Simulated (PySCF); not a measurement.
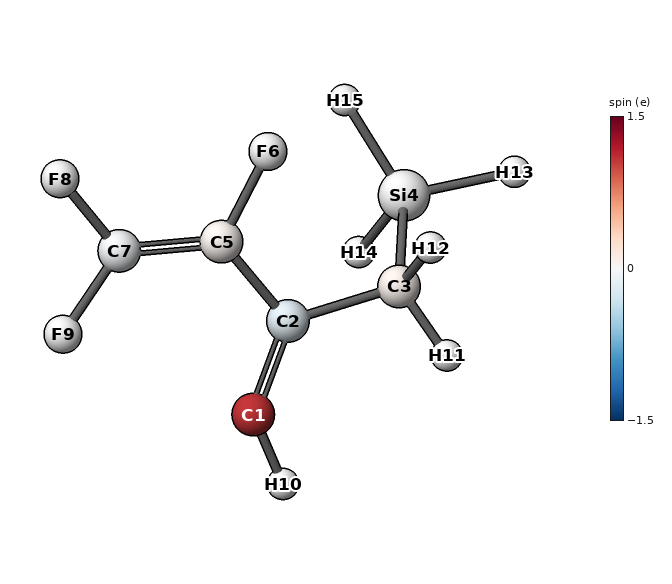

Atoms are coloured by their Mulliken spin populations. Charge 0, doublet. Computed geometry: GFN2-xTB optimisation. No frequency run is at hand to confirm it as a minimum. Level of theory: UKS B3LYP, pcH-1 on C F H Si, non-relativistic (PySCF 2.14.0).

List the Mulliken spin populations.

```json
{"atom": "C1", "value (e)": "1.07"}
{"atom": "C2", "value (e)": "−0.17"}
{"atom": "C3", "value (e)": "0.07"}
{"atom": "Si4", "value (e)": "0.00"}
{"atom": "C5", "value (e)": "0.06"}
{"atom": "F6", "value (e)": "0.00"}
{"atom": "C7", "value (e)": "−0.04"}
{"atom": "F8", "value (e)": "0.00"}
{"atom": "F9", "value (e)": "0.00"}
{"atom": "H10", "value (e)": "0.00"}
{"atom": "H11", "value (e)": "0.00"}
{"atom": "H12", "value (e)": "0.00"}
{"atom": "H13", "value (e)": "0.00"}
{"atom": "H14", "value (e)": "0.00"}
{"atom": "H15", "value (e)": "0.00"}
```

Mulliken values depend strongly on the basis set. The geometry is semi-empirical. Around Si such bond lengths and angles can be off by a tenth of an ångström or more and by several degrees, and values that hang on the shape move with them.
